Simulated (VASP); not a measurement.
Band structure of Cu₂O (cuprite). Level of theory: LDA (Ceperley-Alder, Perdew-Zunger) with spin-orbit coupling, VASP's LDA PAW potentials (set 64) (plane waves; VASP).

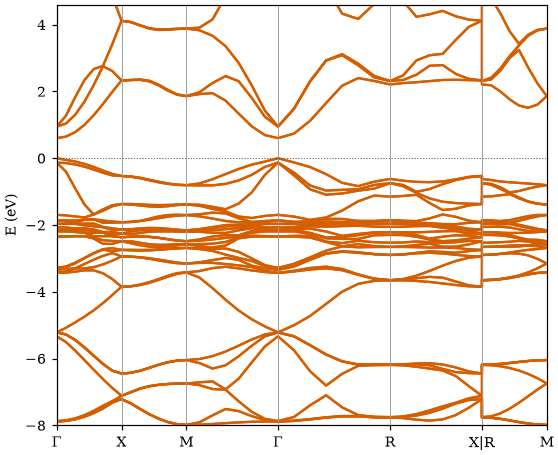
Fig. 1. Bands along high-symmetry lines, zero at the valence-band maximum or, without a gap, the Fermi level

**Question.** Read the plot: is there a gap, and where are the band edges?

**Answer.** The gap is direct, 0.60 eV, from the valence maximum at Γ to the conduction minimum at Γ.

Measured: gap 2.20 eV (computed value off by -1.60 eV), as given by Wei Chen et al., Physical Review Materials (2018), doi:10.1103/physrevmaterials.2.073803 [zero-point renormalisation of 0.03 eV added back (the table's ZPR column)].

The compound is Cu2O in the cuprite structure. It was relaxed first, which changed the volume by -6 %.
